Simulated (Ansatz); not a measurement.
## Electronic structure of H6OSi2 in real space

```yaml
atoms:
  - { symbol: Si, position_ang: [0.0258, 0.0130, -0.1254] }
  - { symbol: O, position_ang: [-0.3563, -0.1692, 1.4767] }
  - { symbol: Si, position_ang: [-1.3940, -0.4441, 2.7390] }
  - { symbol: H, position_ang: [-2.4624, -1.4066, 2.3366] }
  - { symbol: H, position_ang: [-0.6256, -1.0132, 3.8796] }
  - { symbol: H, position_ang: [-2.0322, 0.8344, 3.1657] }
  - { symbol: H, position_ang: [1.5067, -0.0112, -0.2697] }
  - { symbol: H, position_ang: [-0.4965, 1.3127, -0.6394] }
  - { symbol: H, position_ang: [-0.5671, -1.0965, -0.9289] }
```

Theory: Ansatz, RKS B3LYP/def2-SVP.

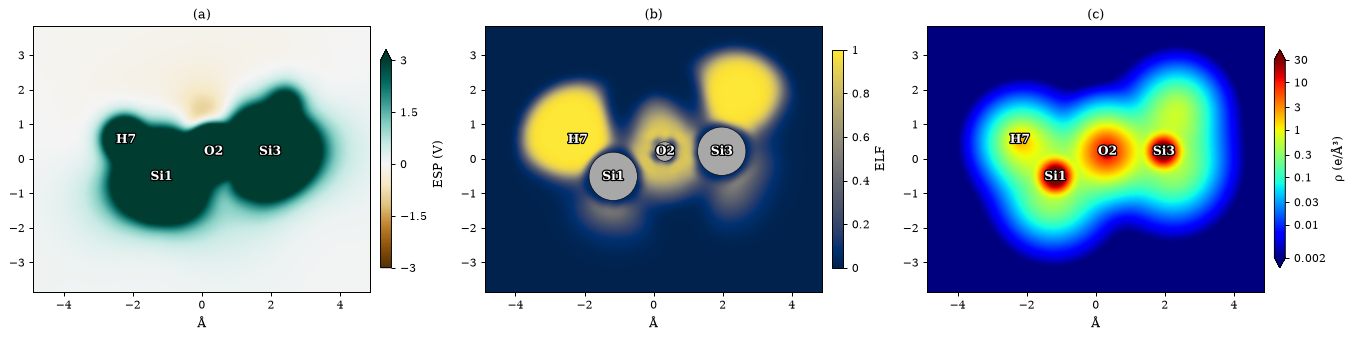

Figure 1. (a) molecular electrostatic potential; (b) electron localisation function; (c) electron density on the plane of atoms O2, Si1 and H7. Grey discs cover the atomic cores in the ELF map.

What do the fields say about this system?

Answer. The plane passes through Si, O and H nuclei. Si–O (1.66 Å): ρ at the midpoint is about 1 e/Å³; the ELF peaks at about 0.85 between the atoms: a polar covalent bond. Si–H (1.49 Å): ρ is about 0.77 e/Å³ halfway; the ELF climbs to about 1 towards the hydrogen, as it does in any bond to H. The ELF also peaks beside O2, away from the bonds: lone-pair regions. Outside the dense part of the molecule the potential is most negative (−0.9 V) near O2.

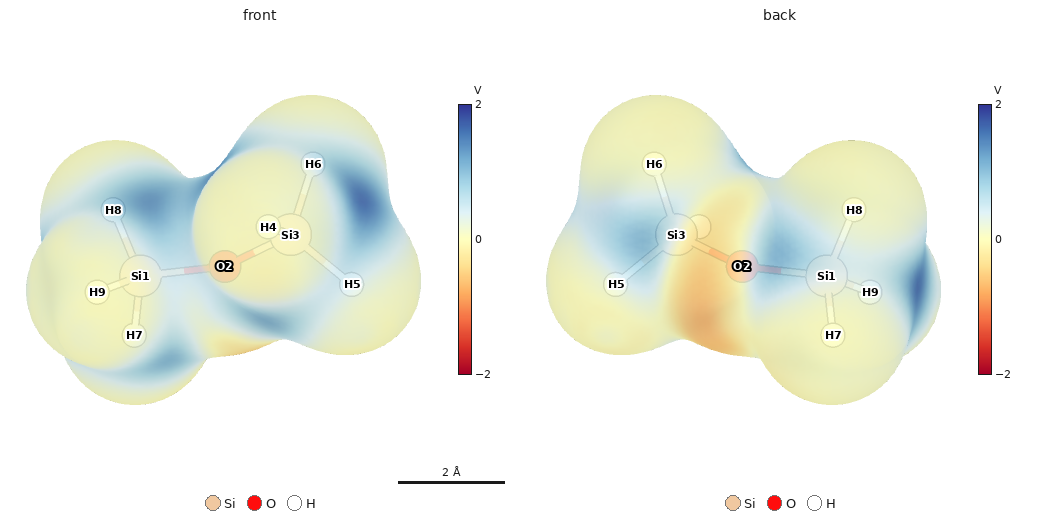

Figure 2. The electrostatic potential painted on the density surface at 0.002 e/bohr³, seen from the front and from behind; the colour scale runs from red (negative) to blue (positive).

Which sites attract a positive test charge, and which a negative one?

Answer. A positive charge is drawn to the negative regions and a negative charge to the positive ones. The most negative region (about −0.7 V) lies over O2, the most positive (about +1.6 V) over Si1 and Si3.

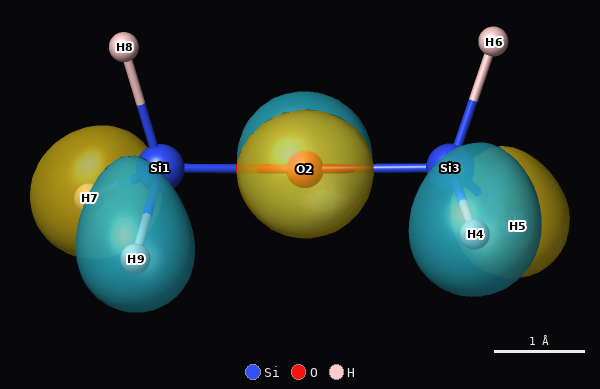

Figure 3. The HOMO−1 at ±0.15 Å⁻³ᐟ² (yellow and cyan are the two phases), seen across its widest extent.

Where does this orbital lie, and at what energy?

Answer. By Hirshfeld shares it lies mainly on O2 (about 35 %), Si3 (about 15 %), Si1 (about 15 %), H4 (about 10 %), H7 (about 10 %) and H9 (about 10 %). Its energy is −8.41 eV.
